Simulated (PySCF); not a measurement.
SMILES FC(F)(F)[SiH2][SiH2][GeH3] (CH₇F₃GeSi₂) at its GFN2-xTB optimised geometry (Å):

```
14

F      3.0463    -0.1381     0.0000
C      1.7057    -0.1381     0.0000
F      1.3229    -0.8723    -1.0717
F      1.3261    -0.8726     1.0823
Si     0.8527     1.6161     0.0000
Si    -1.3862     0.9905     0.1006
Ge    -1.6106    -1.2521     0.7570
H      1.5038     2.2505     1.1492
H      1.4262     2.2152    -1.2069
H     -2.0122     1.2184    -1.2098
H     -2.0830     1.8881     1.0333
H     -1.1892    -1.5243     2.1650
H     -3.0463    -1.7019     0.7172
H     -0.8996    -2.2505    -0.0915
```

Level of theory: B3LYP/def2-TZVP (PySCF 2.14.0). Cells within 0.4 Å of a nucleus heavier than hydrogen are left out (blank, or x).

Map of the HOMO amplitude (bohr^(-3/2)) on the plane z = 0.0 Å; orbital energy -8.44 eV, overall sign arbitrary:

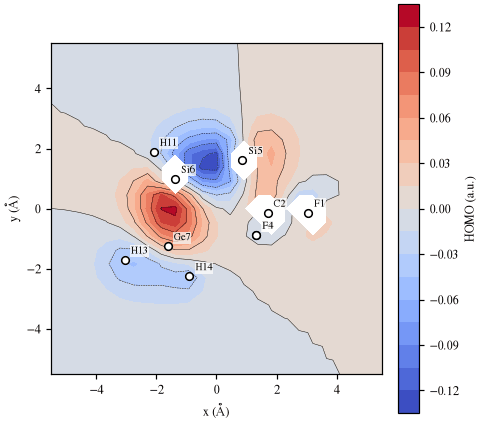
Fig. 1. HOMO amplitude (bohr^(-3/2)) on the plane z = 0.0 Å.
